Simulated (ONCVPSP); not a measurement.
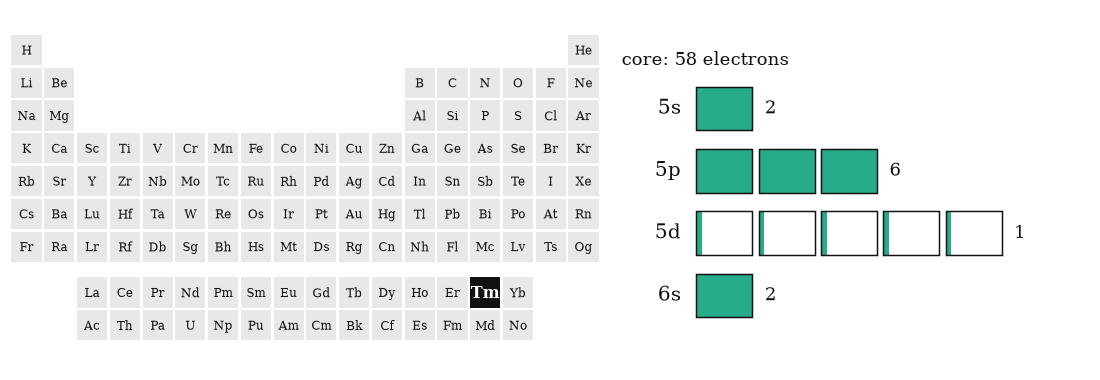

Left, the place of thulium in the periodic table; right, the valence shells of the reference configuration: a box for each of the 2l + 1 orbitals, shaded by the share of the shell that is filled, with the electron count at the right. The shells are those of the unaltered input.

# Pseudopotential generation, with input and output: Tm

System: thulium (Tm, Z = 69), core [Kr] 4d10 4f12, reference valence 5s2 5p6 5d1 6s2, valence charge 11. (This line and the method describe the unaltered input from which the odd one was made.)
Method: ONCV potential, PBEsol, scalar-relativistic, made with ONCVPSP 4.0.1.

Input file:
```
# ATOM AND REFERENCE CONFIGURATION
# atsym  z   nc   nv     iexc    psfile
  Tm 69.00   10    4  -116133      upf
#
#   n    l    f
    1    0    2.00
    2    0    2.00
    2    1    6.00
    3    0    2.00
    3    1    6.00
    3    2   10.00
    4    0    2.00
    4    1    6.00
    4    2   10.00
    4    3   12.00
    5    0    2.00
    5    1    6.00
    5    2    1.00
    6    0    2.00
#
# PSEUDOPOTENTIAL AND OPTIMIZATION
# lmax
    2
#
#   l,   rc,      ep,       ncon, nbas, qcut
    0    2.35    0.00    3    6    4.90
    1    2.25    0.00    4    8    6.40
    2    3.40    0.00    4    9    4.20
#
# LOCAL POTENTIAL
# lloc, lpopt,  rc(5),   dvloc0
    4    5    1.80    0.00
#
# VANDERBILT-KLEINMAN-BYLANDER PROJECTORs
# l, nproj, debl
    0    2    1.90
    1    3    0.02
    2    3    0.90
#
# MODEL CORE CHARGE
# icmod, fcfact, rcfact
    3    5.00    1.80
#
# LOG DERIVATIVE ANALYSIS
# epsh1, epsh2, depsh
   -4.00    5.00    0.02
#
# OUTPUT GRID
# rlmax, drl
    6.00    0.01
#
# TEST CONFIGURATIONS
# ncnf
    4
# nvcnf
#   n    l    f
    4
    5    0    2.00
    5    1    6.00
    5    2    1.00
    6    0    1.00
#
    4
    5    0    2.00
    5    1    6.00
    5    2    1.00
    6    0    0.00
#
    4
    5    0    2.00
    5    1    6.00
    5    2    0.00
    6    0    0.00
#
    4
    5    0    2.00
    5    1    5.00
    5    2    1.00
    6    0    2.00
#
```

Command:
```bash
oncvpsp.x < Tm.dat > Tm.out
```

Log (extracts):
```
ONCVPSP  (Optimized Norm-Conservinng Vanderbilt PSeudopotential)
scalar-relativistic version 4.0.1

#   n    l    f        energy (Ha)
    1    0    2.00    -2.1783310E+03
    2    0    2.00    -3.6775211E+02
    2    1    6.00    -3.2474779E+02
    3    0    2.00    -8.2874877E+01
    3    1    6.00    -6.9855814E+01
    3    2   10.00    -5.3780795E+01
    4    0    2.00    -1.6540304E+01
    4    1    6.00    -1.2257636E+01
    4    2   10.00    -6.5723561E+00
    4    3   12.00    -3.5267784E-01
    5    0    2.00    -2.1200251E+00
    5    1    6.00    -1.1173293E+00
    5    2    1.00    -7.3260789E-02
    6    0    2.00    -1.6576844E-01

Reference configufation results
  iterations    37
  all-electron total energy (Ha)   -1.35630094D+04

Begin loop to  construct optimized pseudo wave functions
and semi-local pseudopoentials for all angular momenta

Calculating optimized projector #   1

 for l=   0

    Fraction of norm inside rc  0.987947
    Optimizing pswf for qcut=   4.90 a_B^-1,  ecut=  11.99 Ha
    Residual kinetic energy error=  1.35D-06 Ha

    Energy error per electron        Cutoff
         Ha          eV             Ha
         0.01000     0.27211        3.74
         0.00100     0.02721        4.96
         0.00010     0.00272        6.03
         0.00001     0.00027        9.59

Calculating optimized projector #   2

 for l=   0

    Fraction of norm inside rc  0.124766
    Optimizing pswf for qcut=   4.90 a_B^-1,  ecut=  11.99 Ha
    Residual kinetic energy error=  5.85D-06 Ha

    Energy error per electron        Cutoff
         Ha          eV             Ha
         0.01000     0.27211        2.89
         0.00100     0.02721        4.28
         0.00010     0.00272        9.06
         0.00001     0.00027       11.61

WARNING wellstate: negative energy specified for n= 6 l=  1
WARNING scattering state with energy  0.25000000
WARNING will be used for the first projector

   Wellstate for l =  1  n =  6
     eigenvalue =   0.2500
     asymptotic potential =   0.7500
     half-point radius =  3.8806

   Wellstate for l =  1  n =  7
     eigenvalue =   0.2700
     asymptotic potential =   0.7700
     half-point radius =  9.7595

Calculating optimized projector #   1

 for l=   1

    Fraction of norm inside rc  0.927929
    Optimizing pswf for qcut=   6.40 a_B^-1,  ecut=  20.50 Ha
    Residual kinetic energy error=  3.85D-08 Ha

    Energy error per electron        Cutoff
         Ha          eV             Ha
         0.01000     0.27211        6.77
         0.00100     0.02721        8.76
         0.00010     0.00272       10.49
         0.00001     0.00027       12.03

Calculating optimized projector #   2

 for l=   1

    Fraction of norm inside rc  0.134663
    Optimizing pswf for qcut=   6.40 a_B^-1,  ecut=  20.50 Ha
    Residual kinetic energy error=  4.17D-07 Ha

    Energy error per electron        Cutoff
         Ha          eV             Ha
         0.01000     0.27211        5.96
         0.00100     0.02721        8.03
         0.00010     0.00272       11.51
         0.00001     0.00027       16.70

Calculating optimized projector #   3

 for l=   1

    Fraction of norm inside rc  0.042967
    Optimizing pswf for qcut=   6.40 a_B^-1,  ecut=  20.50 Ha
    Residual kinetic energy error=  1.42D-07 Ha

    Energy error per electron        Cutoff
         Ha          eV             Ha
         0.01000     0.27211        4.80
         0.00100     0.02721        6.94
         0.00010     0.00272        9.04
         0.00001     0.00027       15.24

   Wellstate for l =  2  n =  7
     eigenvalue =   0.8267
     asymptotic potential =   1.3267
     half-point radius =  6.6363

   Wellstate for l =  2  n =  8
     eigenvalue =   1.7267
     asymptotic potential =   2.2267
     half-point radius =  6.1562

Calculating optimized projector #   1

 for l=   2

    Fraction of norm inside rc  0.714956
    Optimizing pswf for qcut=   4.20 a_B^-1,  ecut=   8.82 Ha
    Residual kinetic energy error=  3.79D-06 Ha

    Energy error per electron        Cutoff
         Ha          eV             Ha
         0.01000     0.27211        4.87
         0.00100     0.02721        6.37
         0.00010     0.00272        7.41
         0.00001     0.00027        8.88

Calculating optimized projector #   2

 for l=   2

    Fraction of norm inside rc  0.248215
    Optimizing pswf for qcut=   4.20 a_B^-1,  ecut=   8.82 Ha
    Residual kinetic energy error=  4.77D-05 Ha

    Energy error per electron        Cutoff
         Ha          eV             Ha
         0.01000     0.27211        5.67
         0.00100     0.02721        7.15
         0.00010     0.00272        8.79
         0.00001     0.00027       16.58

Calculating optimized projector #   3

 for l=   2

    Fraction of norm inside rc  0.235187
    Optimizing pswf for qcut=   4.20 a_B^-1,  ecut=   8.82 Ha
    Residual kinetic energy error=  3.57D-04 Ha

    Energy error per electron        Cutoff
         Ha          eV             Ha
         0.01000     0.27211        6.72
         0.00100     0.02721        8.34
         0.00010     0.00272       10.00
         0.00001     0.00027       19.64

Construct Vanderbilt / Kleinmman-Bylander projectors

B matrix Hermiticity error, ll=   0
   1   2    1.8726E-04

  Orthonormal projector coefficients  3.4041E+00  6.0409E-01

B matrix Hermiticity error, ll=   1
   1   2    1.5430E-04
   1   3   -8.8223E-05
   2   3    6.5902E-07

  Orthonormal projector coefficients -3.5488E+01  2.6502E+00  3.6923E-01

B matrix Hermiticity error, ll=   2
   1   2   -4.1033E-05
   1   3    6.7282E-05
   2   3    4.7869E-05

  Orthonormal projector coefficients  1.6200E+00 -4.9190E-01 -3.5090E-01

Model core correction analysis
  based on d2Exc/dn_idn_j

d2excae - all-electron derivatives

   -2.595288D-02   -2.273428D-02   -7.330114D-03   -1.497059D-03
   -2.273425D-02   -2.327472D-02   -1.098939D-02   -2.878308D-03
   -7.330062D-03   -1.098926D-02   -1.787292D-02   -1.748888D-02
   -1.496948D-03   -2.877948D-03   -1.748319D-02   -2.614487D-02

d2excps - pseudofunction derivatives with no core correction

   -5.070806D-02   -3.346903D-02   -7.440532D-03   -3.339923D-03
   -3.347037D-02   -3.183779D-02   -1.240767D-02   -3.578967D-03
   -7.440425D-03   -1.240730D-02   -2.077091D-02   -1.841955D-02
   -3.340587D-03   -3.578570D-03   -1.841379D-02   -2.676084D-02

rms 2nd derivative error    7.660686E-03

rmatch, rhocmatch    1.1109    5.2901

Teter function model core charge with specified parameters

d2excps - pseudofunction derivatives with core correction

   -2.253137D-02   -1.619430D-02   -4.287534D-03   -1.714417D-03
   -1.619433D-02   -1.640725D-02   -7.715676D-03   -2.691756D-03
   -4.287440D-03   -7.715527D-03   -1.688413D-02   -1.738181D-02
   -1.714356D-03   -2.691652D-03   -1.737699D-02   -2.593349D-02

rms 2nd derivative error    3.405595E-03

Pseudoatom total energy  -41.518071

Diagnostic tests using Vanderbilt-Kleinman-Bylander pseudopotentials
  1 or more projectors used as specified by nproj input data

   l    rcore       rmatch      e in        delta e   norm test  slope test

   0   2.3606739   2.4323491  -2.1200251   0.0000024   1.0001670   1.0001511
   0   2.3606739   2.4323491  -0.1657684   0.0000042   1.0000366   0.9999831

   1   2.2503608   2.3186866  -1.1173293  -0.0000049   1.0001239   1.0001216
   1   2.2503608   2.3186866   0.2500000   0.0000147   1.0002031   1.0002031
   1   2.2503608   2.3186866   0.2700000   0.0000145   1.0002015   1.0002015

   2   3.4002655   3.5035049  -0.0732608  -0.0000002   1.0000312   1.0000316
   2   3.4002655   3.5035049   0.8267392   0.0000051   1.0000918   1.0000918
   2   3.4002655   3.5035049   1.7267392   0.0000005   1.0001465   1.0001465

 Testing for bound ghosts
   n   l    E NL Schr. Eq   E Basis Diag.   E Cutoff

   1   0       -2.120023       -2.120024     23.32
   2   0       -0.165764       -0.153784     23.32

   2   1       -1.117334       -1.117333     78.36

   3   2       -0.073261       -0.072782     47.93

 Testing for highly-localized positive-energy ghosts
       l    <radius>/rc     E Basis Diag.   E Cutoff

       1        0.374152       -0.207583     78.36  WARNING - GHOST(+)

       1        0.449518       20.161389     78.36  WARNING - GHOST(+)

       1        0.840960       32.701739     78.36  WARNING - GHOST(+)

Test configuration 0

   n   l     f        eae           eps        diff
   1   0  2.0000-2178.33104028
   2   0  2.0000 -367.75211031
   2   1  6.0000 -324.74779153
   3   0  2.0000  -82.87487686
   3   1  6.0000  -69.85581443
   3   2 10.0000  -53.78079451
   4   0  2.0000  -16.54030447
   4   1  6.0000  -12.25763645
   4   2 10.0000   -6.57235608
   4   3 12.0000   -0.35267784
   5   0  2.0000   -2.12002512   -2.12002267    2.44D-06
   5   1  6.0000   -1.11732926   -1.11733420   -4.94D-06
   5   2  1.0000   -0.07326079   -0.07326098   -1.95D-07
   6   0  2.0000   -0.16576844   -0.16576420    4.24D-06

    Total energies and differences
      AE_ref= -1.35630094D+04  AE_tst= -1.35630094D+04  dif=  0.00D+00
      PS_ref= -4.15180711D+01  PS_tst= -4.15180711D+01  dif=  6.39D-14
      PSP excitation error= -6.39D-14

Test configuration 1

   n   l     f        eae           eps        diff
   1   0  2.0000-2178.57650309
   2   0  2.0000 -367.99628513
   2   1  6.0000 -324.99204110
   3   0  2.0000  -83.11868078
   3   1  6.0000  -70.09962686
   3   2 10.0000  -54.02459005
   4   0  2.0000  -16.78423107
   4   1  6.0000  -12.50158915
   4   2 10.0000   -6.81629347
   4   3 12.0000   -0.59653359
   5   0  2.0000   -2.36423404   -2.36793489   -3.70D-03
   5   1  6.0000   -1.36141425   -1.36337352   -1.96D-03
   5   2  1.0000   -0.29663246   -0.29727212   -6.40D-04
   6   0  1.0000   -0.36575971   -0.36644875   -6.89D-04

    Total energies and differences
      AE_ref= -1.35630094D+04  AE_tst= -1.35627458D+04  dif=  2.64D-01
      PS_ref= -4.15180711D+01  PS_tst= -4.12541186D+01  dif=  2.64D-01
      PSP excitation error= -2.88D-04

Test configuration 2

   n   l     f        eae           eps        diff
   1   0  2.0000-2178.86594374
   2   0  2.0000 -368.28379259
   2   1  6.0000 -325.27967743
   3   0  2.0000  -83.40518074
   3   1  6.0000  -70.38614526
   3   2 10.0000  -54.31114679
   4   0  2.0000  -17.07105479
   4   1  6.0000  -12.78851136
   4   2 10.0000   -7.10328274
   4   3 12.0000   -0.88333585
   5   0  2.0000   -2.65178983   -2.66390215   -1.21D-02
   5   1  6.0000   -1.64739042   -1.65504351   -7.65D-03
   5   2  1.0000   -0.55405835   -0.55860966   -4.55D-03

    Total energies and differences
      AE_ref= -1.35630094D+04  AE_tst= -1.35622725D+04  dif=  7.37D-01
      PS_ref= -4.15180711D+01  PS_tst= -4.07783361D+01  dif=  7.40D-01
      PSP excitation error= -2.85D-03

Test configuration 3

psatom: WARNING lschvkbb convergence error n,l,iter=   3   2   3
ea(ii),et,emin,emax -7.326098E-02 -8.058708E-02 -8.058708E-02 -8.058708E-02
run_config: WARNING for fully non-local PS atom, stg. 1
 WARNING no output for configuration 4

Test configuration 4

   n   l     f        eae           eps        diff
   1   0  2.0000-2178.79488524
   2   0  2.0000 -368.20221930
   2   1  6.0000 -325.19955260
   3   0  2.0000  -83.31351560
   3   1  6.0000  -70.29472339
   3   2 10.0000  -54.22035361
   4   0  2.0000  -16.98227413
   4   1  6.0000  -12.70083377
   4   2 10.0000   -7.01665617
   4   3 12.0000   -0.79201356
   5   0  2.0000   -2.54740798   -2.58565688   -3.82D-02
   5   1  5.0000   -1.52516707   -1.55127873   -2.61D-02
   5   2  1.0000   -0.39585908   -0.39821832   -2.36D-03
   6   0  2.0000   -0.41970629   -0.42216958   -2.46D-03

    Total energies and differences
      AE_ref= -1.35630094D+04  AE_tst= -1.35616967D+04  dif=  1.31D+00
      PS_ref= -4.15180711D+01  PS_tst= -4.01913361D+01  dif=  1.33D+00
      PSP excitation error= -1.40D-02
```

What the run reported:

| quantity | value |
| --- | --- |
| outcome | generated |
| ghost flags of the generator | 0 GHOST(-), 3 GHOST(+) |
| largest excitation error printed | 380 meV |
| hardware | 1 CPU thread, shared host |
| wall time | 7.8 s |

What is odd here:

This input holds a deliberate oddity: debl of l = 1 set to 0.02 Ha. The program ran to the end. The all-electron atom is untouched: its total energy equals that from the unaltered input (−13563.0094 Ha). The pseudo-atom's total energy moves by −0.00046 Ha, so the potential, or the configuration in which it is tested, is another one. Warnings of the program, in the generation or the tests: wellstate: negative energy specified for n= 6 l= 1; psatom: WARNING lschvkbb convergence error n,l,iter= 3 2 3. The open f shell is frozen into the core, so the potential fits one valence alone and carries no f magnetism.
